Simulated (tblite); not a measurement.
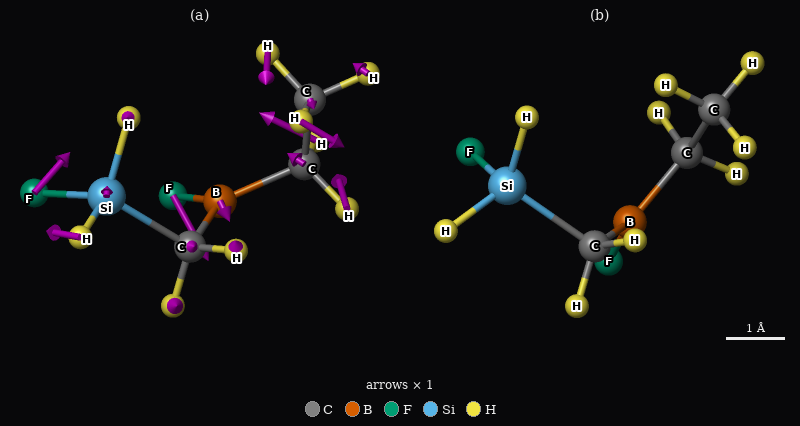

The structure of C3H9BF2Si before (left) and after (right) a relaxation, at one scale. The purple arrows give the displacements, at their true length.

The picture is a ball-and-stick view, seen from a free direction.

These are results of tblite, GFN2-xTB geometry optimisation, gas phase, not measurements. 

Summarise the run.

The energy falls by 47.9 kJ/mol in 139 geometry steps. An F atom moves most after the best rigid fit: 1.32 Å. By element the largest moves are F 1.32 Å, H 1.13 Å, B 0.42 Å, C 0.39 Å, Si 0.22 Å. Among the contacts that change: B–F 1.427 → 1.329 Å, F–Si 1.688 → 1.612 Å, C–Si 1.861 → 1.906 Å, C–H 1.123 → 1.095 Å. Among the angles between lasting bonds that change: F–Si–H 109.6° → 103.4°, C–B–C 120.0° → 126.0°, C–C–B 111.1° → 116.8°. Groups turn about B–C by about 70°, C–Si by about 35°, B–C by about 30°. Cost: 1.4 s on 1 thread of Arm Neoverse N1, on a shared host.
